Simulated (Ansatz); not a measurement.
```csv
atom,x (Å),y (Å),z (Å)
Cl,-0.9875,-2.2367,0.2709
B,-0.5187,-0.6256,-0.0881
C,0.5215,0.4693,0.1203
S,-0.9804,0.8069,-0.9581
H,1.4610,0.4654,-0.4250
H,0.5464,1.0567,1.0338
```

Geometry: PBE0-D4/def2-TZVP.

Computed with Ansatz 0.2.0, RKS PBE0-D4/def2-TZVPP.

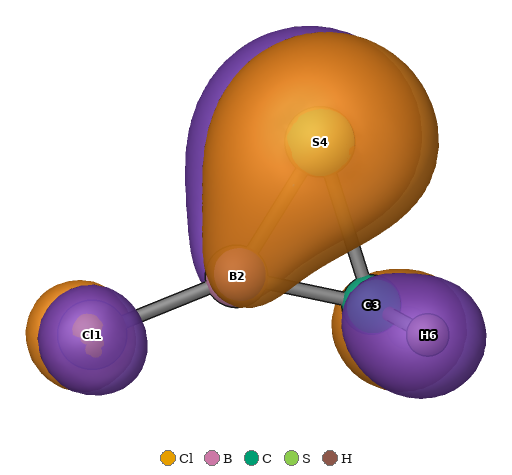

CH2BClS (SMILES ClB1CS1). One frontier orbital at ±0.1 Å⁻³ᐟ² (orange and purple are the two phases), seen across its widest extent.

Question: Which orbital is it: HOMO or LUMO?

Answer: The HOMO, at −7.70 eV. Its weight (Hirshfeld) is mainly on S4 (about 70 %), B2 (about 10 %) and C3 (about 10 %); largely a lone pair of S4.
